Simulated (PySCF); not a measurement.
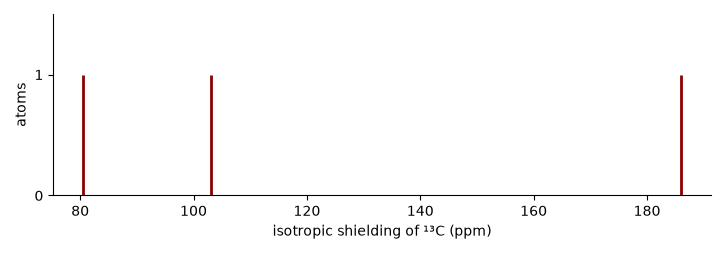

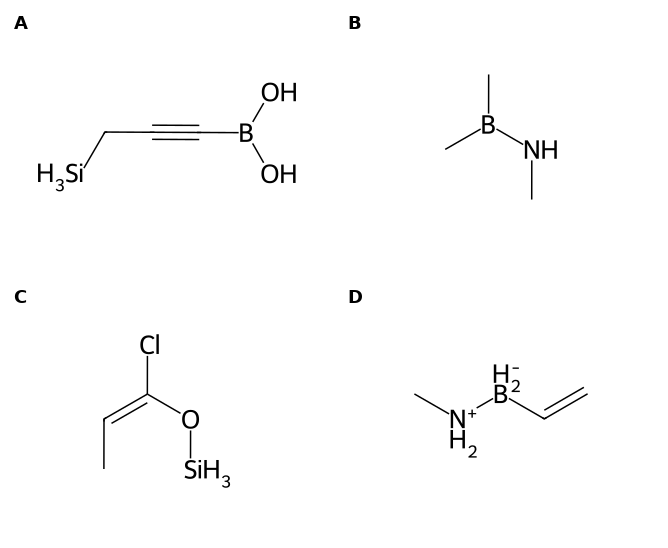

The sticks are computed shieldings of one of the molecules, for one fixed geometry (GFN2-xTB) without averaging over rotations. Low shielding means a high chemical shift. Method: GIAO PBE0/pcSseg-1 NMR shielding, non-relativistic, gas phase (PySCF 2.14.0).

Question: Match the spectrum to a structure.

Answer: A, `OB(O)C#CC[SiH3]`. Its 3 C atoms give lines at 80.5, 103.1, 186.0 ppm.

The geometry is semi-empirical. Around B, Si such bond lengths and angles can be off by a tenth of an ångström or more and by several degrees, and values that hang on the shape move with them.
